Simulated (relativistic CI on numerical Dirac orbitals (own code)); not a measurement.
## Relativistic CI calculation, with input and output: Zn⁵⁺

System: Zn⁵⁺.
Method: Dirac-Coulomb-Breit CI, KLI orbitals optimised for each configuration, model QED (radiative potential, 1s self-energy scaled to tabulated hydrogen-like ionisation energies), valence Slater integrals scaled by 0.85, P86 correlation estimate, and configurations built on the next ion tied to the tabulated ionisation energy (semi-empirical) (relativistic CI on numerical Dirac orbitals, in-house).

**Results in brief**

| quantity | value |
| --- | --- |
| outcome | converged |
| lowest level | 3d⁷ ⁴F₉/₂ |
| first excited level | 3d⁷ ⁴F₇/₂, 2,098 cm⁻¹ |
| levels computed | 5935 |
| SCF iterations | 187 |
| hardware | 1 CPU thread, shared host |
| wall time | 10 s |

**Remarks**

Caveats: configurations built on the next ion are tied to the tabulated ionisation energy, low ones can still be off by several thousand cm⁻¹ and the others by 10000 or more; one shift a configuration: terms inside it, and wavelengths, can be off by thousands of cm⁻¹; only a limited list of configurations is included, so lower levels can be missing; only lines among the lowest 300 of 5935 levels are drawn, so those from 3d⁶ 4d are incomplete.

**Input file**
```
atom Zn  Z=30  charge=5  electrons=25
nucleus A=64  rms_radius_fm=3.9283
hamiltonian dirac-coulomb  breit=on  qed=on  c_scale=1
orbitals kli  potential=per-configuration
slater_scale 0.85
correlation anchor
mixing on
configurations
  [Ar] 3d7
  [Ar] 3d6 4s
  [Ar] 3d6 4p
  [Ar] 3d6 4d
  [Ar] 3d6 5s
  [Ar] 3d6 4f
  [Ne] 3s2 3p5 3d8
  [Ne] 3s2 3p4 3d9
  [Ar] 3d6 5p
  [Ne] 3s 3p6 3d8
  [Ar] 3d5 4s2
  [Ar] 3d6 5d
  [Ar] 3d6 5f
  [Ar] 3d6 5g
  [Ar] 3d5 4s 4p
  [Ar] 3d5 4p2
  [Ar] 3d5 4s 4d
  [Ne] 3s2 3p5 3d7 4s
  [Ne] 3p6 3d9
  [Ar] 3d5 4p 4d
end
```

Launched within a batch (the task file carries these settings):
```bash
python <driver script> task.json out
```

The program writes its results to a structured record and prints no log; tables and figures of this report are taken from that record.

**The lowest 20 levels**

| Configuration | Level | E (cm⁻¹) | LS purity (%) | Landé g | Lifetime (s; – stable or not computed) |
| --- | --- | --- | --- | --- | --- |
| 3d⁷ | ⁴F₉/₂ | 0 | 99 | 1.332 | – |
| 3d⁷ | ⁴F₇/₂ | 2,098 | 100 | 1.237 | 3.2×10⁰ |
| 3d⁷ | ⁴F₅/₂ | 3,545 | 99 | 1.029 | 5.7×10⁰ |
| 3d⁷ | ⁴F₃/₂ | 4,505 | 99 | 0.402 | 1.8×10¹ |
| 3d⁷ | ⁴P₅/₂ | 21,680 | 98 | 1.595 | 5.1×10⁰ |
| 3d⁷ | ⁴P₃/₂ | 21,710 | 81 | 1.656 | 9.0×10⁰ |
| 3d⁷ | ⁴P₁/₂ | 23,030 | 92 | 2.525 | 6.7×10⁰ |
| 3d⁷ | ²G₉/₂ | 23,450 | 96 | 1.105 | 2.6×10⁻¹ |
| 3d⁷ | ²G₇/₂ | 25,410 | 99 | 0.889 | 4.7×10⁻¹ |
| 3d⁷ | ²P₃/₂ | 27,400 | 65 | 1.310 | 3.0×10⁻¹ |
| 3d⁷ | ²P₁/₂ | 29,160 | 92 | 0.810 | 7.2×10⁻¹ |
| 3d⁷ | ²D₅/₂ | 30,780 | 98 | 1.204 | 1.3×10⁻¹ |
| 3d⁷ | ²H₁₁/₂ | 32,520 | 100 | 1.090 | 3.0×10⁰ |
| 3d⁷ | ²D₃/₂ | 34,110 | 81 | 0.896 | 1.1×10⁻¹ |
| 3d⁷ | ²H₉/₂ | 34,380 | 96 | 0.915 | 5.9×10⁻¹ |
| 3d⁷ | ²F₅/₂ | 51,680 | 99 | 0.858 | 4.1×10⁻¹ |
| 3d⁷ | ²F₇/₂ | 52,470 | 99 | 1.142 | 2.7×10⁻¹ |
| 3d⁷ | ²D₃/₂ | 77,870 | 99 | 0.799 | 4.8×10⁻² |
| 3d⁷ | ²D₅/₂ | 79,070 | 99 | 1.198 | 3.7×10⁻² |
| 3d⁶ 4s | ⁶D₉/₂ | 274,000 | 99 | 1.555 | 9.2×10⁻³ |

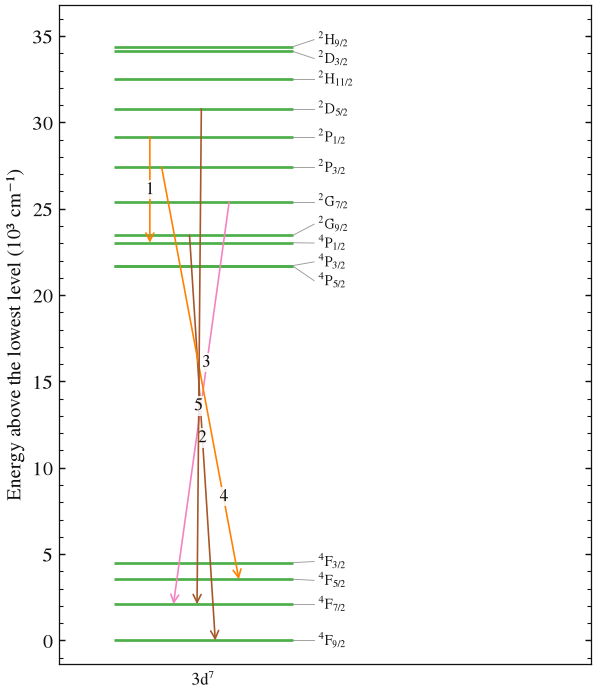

Figure 1. Levels of Zn⁵⁺ with 5 numbered transitions. Rates are at computed energies.

| No. | Upper | Lower | Type | λ (vacuum) | A (s⁻¹) |
| --- | --- | --- | --- | --- | --- |
| 1 | 3d⁷ ²P₁/₂ | 3d⁷ ⁴P₁/₂ | M1 | 1632 nm | 1.2 |
| 2 | 3d⁷ ²G₉/₂ | 3d⁷ ⁴F₉/₂ | M1 | 426.4 nm | 3.0 |
| 3 | 3d⁷ ²G₇/₂ | 3d⁷ ⁴F₇/₂ | M1 | 429.0 nm | 1.1 |
| 4 | 3d⁷ ²P₃/₂ | 3d⁷ ⁴F₅/₂ | M1 | 419.3 nm | 0.99 |
| 5 | 3d⁷ ²D₅/₂ | 3d⁷ ⁴F₇/₂ | M1 | 348.6 nm | 5.9 |

Line 5 has the largest rate; it falls in the ultraviolet region.

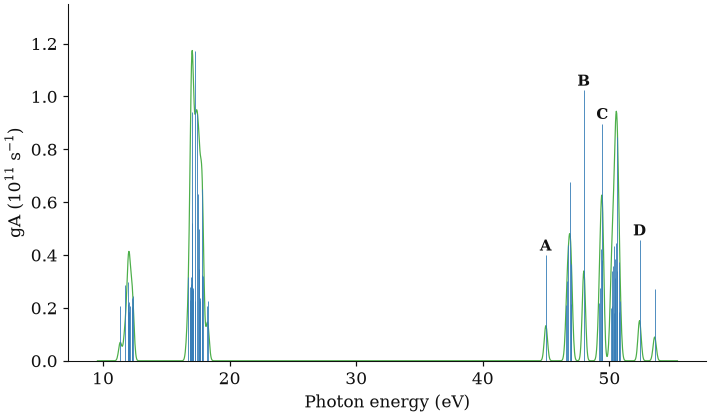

Figure 2. The stronger electric dipole lines (weighted rates gA) for Zn⁵⁺. The envelope is a Gaussian of full width 0.3 eV, scaled to the tallest stick. A: 3d⁶ 4p ⁴P°₅/₂ → 3d⁷ ⁴P₅/₂, 44.98 eV, gA = 4.0×10¹⁰ s⁻¹; B: 3d⁶ 4p ²H°₁₁/₂ → 3d⁷ ²H₁₁/₂, 47.98 eV, gA = 1.0×10¹¹ s⁻¹; C: 3d⁶ 4p ⁴G°₁₁/₂ → 3d⁷ ⁴F₉/₂, 49.44 eV, gA = 9.0×10¹⁰ s⁻¹; D: 3d⁶ 4p ⁴D°₇/₂ → 3d⁷ ⁴P₅/₂, 52.38 eV, gA = 4.6×10¹⁰ s⁻¹. The strongest lettered line, B, lies in the extreme ultraviolet region.
